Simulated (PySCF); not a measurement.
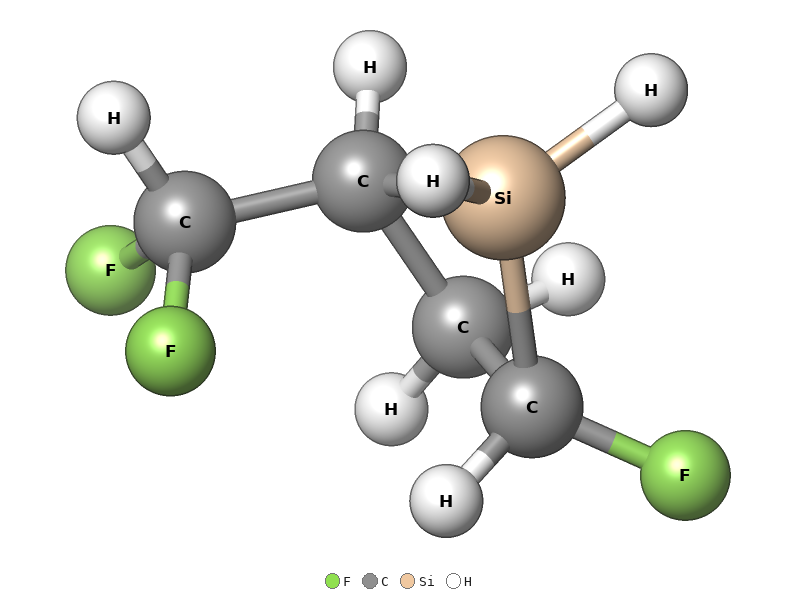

A ball-and-stick model of a molecule. Every bond is drawn as one stick, whatever its order.

The geometry was computed by an optimisation with PBE0-D3(BJ)/def2-SVP. No frequency run is at hand to confirm it as a minimum.

Identify the structure.

It has 15 atoms: 4 carbon, 7 hydrogen, 3 fluorine and 1 silicon (C4H7F3Si). As SMILES it reads `FC(F)[C@@H]1C[C@@H](F)[SiH2]1`. Independent rings (smallest set): 1 of 4 members. Among its groups: C–F bond, Si–H bond. This geometry has C1 symmetry. Coordination, clear cases only: 2 C tetrahedral.

The parts below concern this one geometry. Atoms keep their numbers from picture to picture.

Geometry

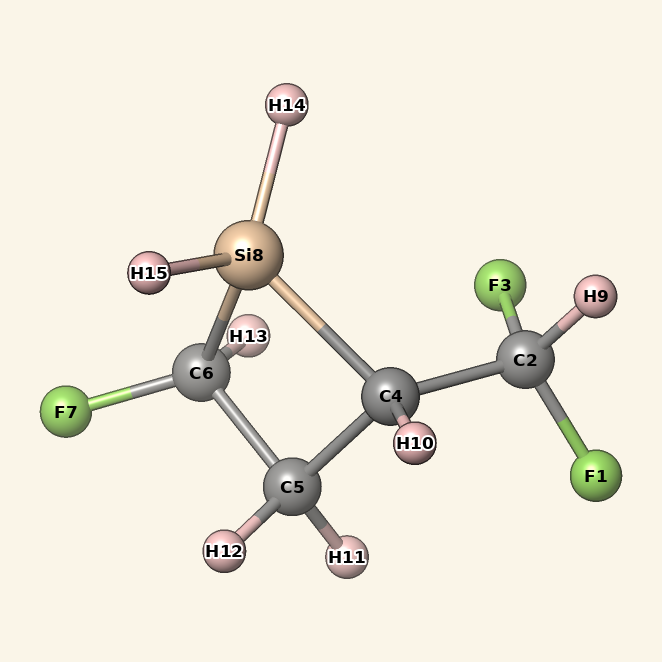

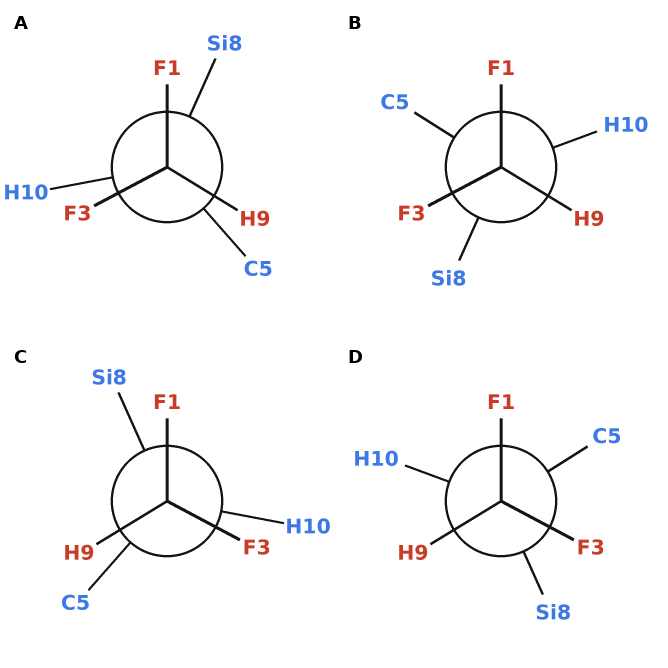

Atoms fade into the background with distance from the viewer. Bonds that would overlap in a projection are set slightly apart. No frequency run is at hand to confirm it as a minimum.

Question: Which Newman projection shows the view along C2–C4, with C2 in front?

Answer: B. The torsion angle F1–C2–C4–Si8 is −156°, antiperiplanar (anti).

Charges

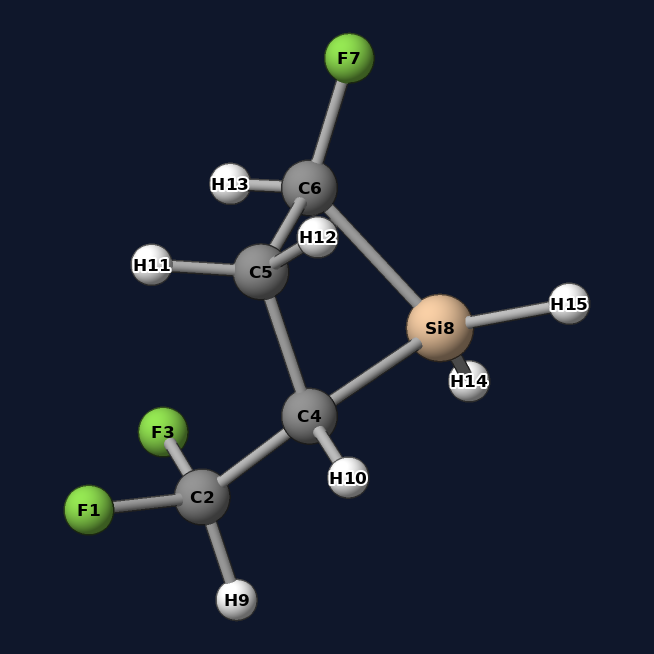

The questions are on Hirshfeld charges. No frequency run is at hand to confirm it as a minimum. Method: PBE0/pcSseg-1, gas phase (PySCF 2.14.0).

Give the Hirshfeld charges atom by atom.

```tsv
atom	value (e)
F1	−0.10
C2	0.14
F3	−0.09
C4	−0.13
C5	−0.08
C6	−0.03
F7	−0.12
Si8	0.33
H9	0.05
H10	0.05
H11	0.04
H12	0.05
H13	0.04
H14	−0.07
H15	−0.07
```

Levels of theory compared

No frequency run is at hand to confirm it as a minimum. Program: PySCF 2.14.0.

At this fixed geometry, give dipole (D), HOMO–LUMO gap (eV), HOMO energy (eV) at these levels: CAM-B3LYP/def2-SVPD; CAM-B3LYP/def2-SVPD in benzene (IEF-PCM); PBE0/pcSseg-1; PBE0/pcSseg-1 in benzene (IEF-PCM); PBE0/pcSseg-1 in cyclohexane (IEF-PCM).

```csv
level,dipole (D),HOMO–LUMO gap (eV),HOMO energy (eV)
CAM-B3LYP/def2-SVPD,2.52,10.16,−9.54
CAM-B3LYP/def2-SVPD in benzene (IEF-PCM),2.84,10.24,−9.44
PBE0/pcSseg-1,2.36,7.99,−8.06
PBE0/pcSseg-1 in benzene (IEF-PCM),2.64,8.06,−7.98
PBE0/pcSseg-1 in cyclohexane (IEF-PCM),2.60,8.05,−7.98
```

Bond orders

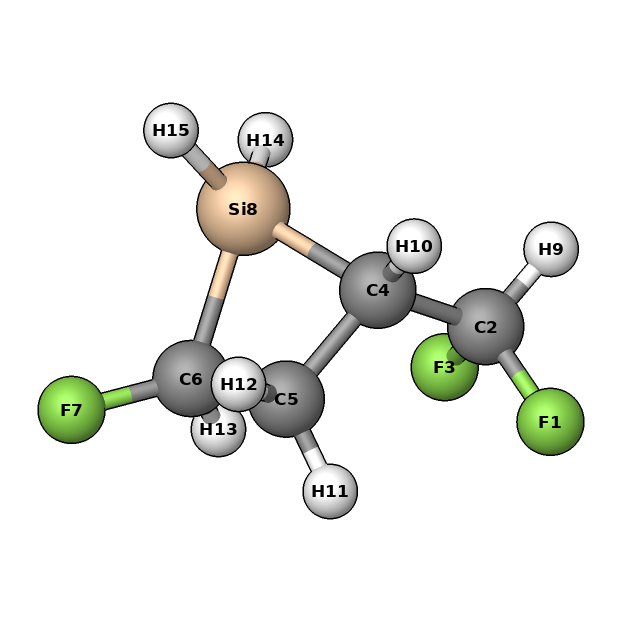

Every bond is drawn as one stick. No frequency run is at hand to confirm it as a minimum. Method: PBE0/pcSseg-1 in benzene (IEF-PCM) (PySCF 2.14.0).

List the Mayer bond orders of F1–C2, C2–F3, C2–C4, C4–C5, C4–Si8, C5–C6, C6–F7, C6–Si8 (bonds between heavy atoms, one of each equivalent set).

```json
{"bond": "F1–C2", "Mayer order": "0.95", "length (Å)": "1.354"}
{"bond": "C2–F3", "Mayer order": "0.91", "length (Å)": "1.366"}
{"bond": "C2–C4", "Mayer order": "1.00", "length (Å)": "1.502"}
{"bond": "C4–C5", "Mayer order": "0.95", "length (Å)": "1.553"}
{"bond": "C4–Si8", "Mayer order": "0.88", "length (Å)": "1.917"}
{"bond": "C5–C6", "Mayer order": "0.97", "length (Å)": "1.541"}
{"bond": "C6–F7", "Mayer order": "0.86", "length (Å)": "1.369"}
{"bond": "C6–Si8", "Mayer order": "0.90", "length (Å)": "1.911"}
```

NMR shielding

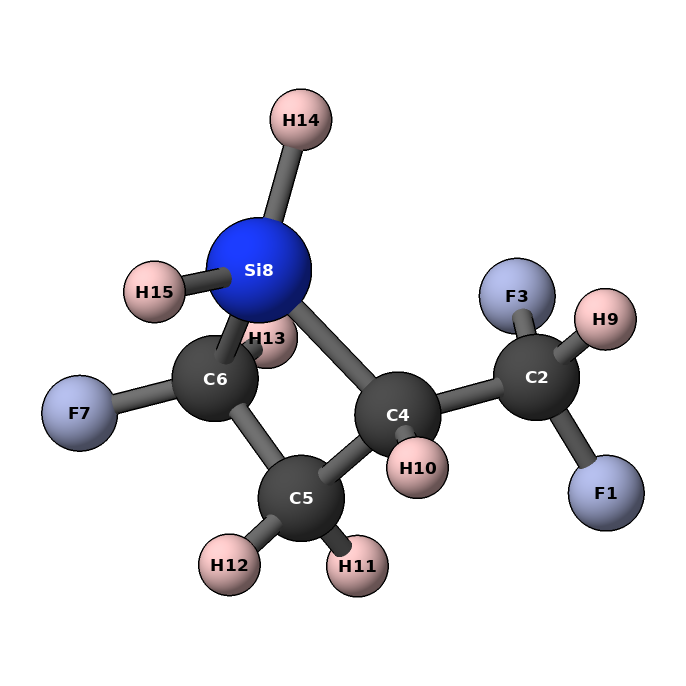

No frequency run is at hand to confirm it as a minimum. Level of theory: GIAO HF/pcSseg-1 NMR shielding, non-relativistic, gas phase (PySCF 2.14.0). Principal shieldings σ11 ≤ σ22 ≤ σ33, span Ω = σ33 − σ11, skew κ = 3(σiso − σ22)/Ω.

Question: Which C atom has the most anisotropic shielding?

Answer: C6, with a span of 103 ppm.

Give the shielding tensors of the C atoms.

```json
{"atom": "C2", "σ11": "62.3", "σ22": "92.9", "σ33": "100.0", "σiso": "85.0", "Ω": "37.7", "κ": "−0.63"}
{"atom": "C4", "σ11": "159.3", "σ22": "165.6", "σ33": "187.8", "σiso": "170.9", "Ω": "28.5", "κ": "0.56"}
{"atom": "C5", "σ11": "142.7", "σ22": "163.7", "σ33": "183.7", "σiso": "163.4", "Ω": "41.0", "κ": "−0.03"}
{"atom": "C6", "σ11": "74.5", "σ22": "97.2", "σ33": "177.6", "σiso": "116.4", "Ω": "103.1", "κ": "0.56"}
```

Shieldings and span in ppm.
